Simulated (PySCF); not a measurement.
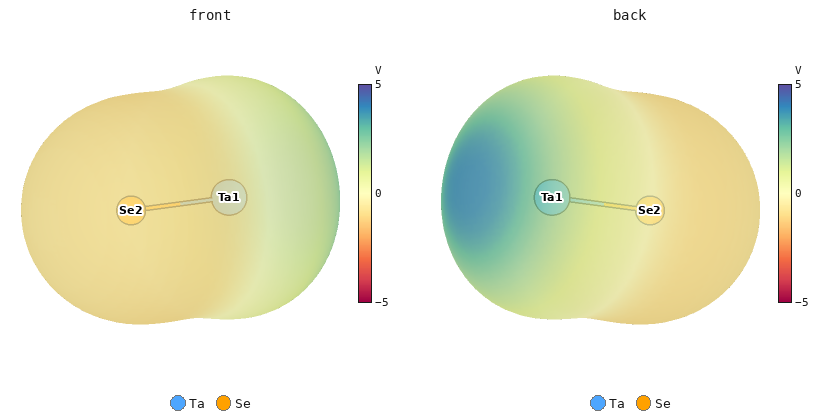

Figure. TaSe (quartet). The electrostatic potential painted on the density surface at 0.002 e/bohr³, seen from the front and from behind; red is negative and blue positive.

⟨S²⟩ = 3.82, above the pure value of 3.75; core potentials replace the inner electrons of Ta.

Level of theory: PBE0/def2-TZVPP, non-relativistic Hamiltonian with scalar-relativistic core potentials where named, at a bond length of 2.278 Å (PySCF).

Where is the surface potential most negative and most positive?

Answer. The most negative region (about −0.9 V, or −21 kcal/mol for a unit charge) lies over Se2, the most positive (about +4.0 V, or +92 kcal/mol for a unit charge) over Ta1.
